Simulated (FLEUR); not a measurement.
Band structure of Mo6IrRu (Pm-3, 8 atoms in the cell).

```yaml
crystal:
  lattice:
    - [5.07794, 0.00000, 0.00000]
    - [0.00000, 5.07794, 0.00000]
    - [0.00000, 0.00000, 5.07794]
  atoms:
    - { symbol: Mo, position: [0.00000, 0.50000, 0.75076] }
    - { symbol: Mo, position: [0.00000, 0.50000, 0.24924] }
    - { symbol: Mo, position: [0.75076, 0.00000, 0.50000] }
    - { symbol: Mo, position: [0.24924, 0.00000, 0.50000] }
    - { symbol: Mo, position: [0.50000, 0.75076, 0.00000] }
    - { symbol: Mo, position: [0.50000, 0.24924, 0.00000] }
    - { symbol: Ru, position: [0.00000, 0.00000, 0.00000] }
    - { symbol: Ir, position: [0.50000, 0.50000, 0.50000] }
```

Level of theory: FLEUR with LDA (Perdew-Zunger), all-electron FLAPW (FLEUR), scalar-relativistic valence.

Settings: Kmax = 3.8 1/bohr; GmaxXC = 15.2 1/bohr; xcFunctional = pz; jspins = 1; l_soc = F; mode = hist; fermiSmearingEnergy = 0.00999582 Htr; mesh (inpgen div1-3) = 5 5 5; inpgen gamma flag = false; Gmax = 15.2 1/bohr; numbands = 0; maxIterBroyd = 15; imix = Anderson; alpha = 0.05.

The starting cell comes from a database of computed structures (which also holds hypothetical and non-ambient phases and stackings), without a prior relaxation at this level. Its lattice was rescaled by a random factor within 2.5 % of one. Spin-orbit coupling is off. Spin polarisation is off. Values depend on the basis (sphere radii, cutoffs, local orbitals), which need not be converged.

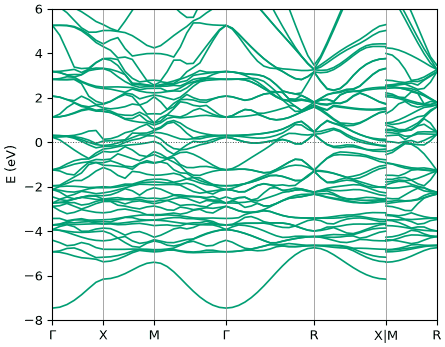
Figure. Bands along the path, energies from the Fermi level.

Levels in eV from the Fermi level, bands 53 to 60:
```csv
point,53,54,55,56,57,58,59,60
Γ,-1.24,-1.24,-1.24,0.22,0.22,0.30,0.30,0.30
X,-0.92,-0.79,-0.41,-0.31,-0.19,-0.15,0.06,0.13
M,-0.92,-0.55,-0.42,0.04,0.29,0.44,0.53,0.58
R,-1.26,-1.26,0.36,0.36,0.36,0.46,0.46,0.46
```
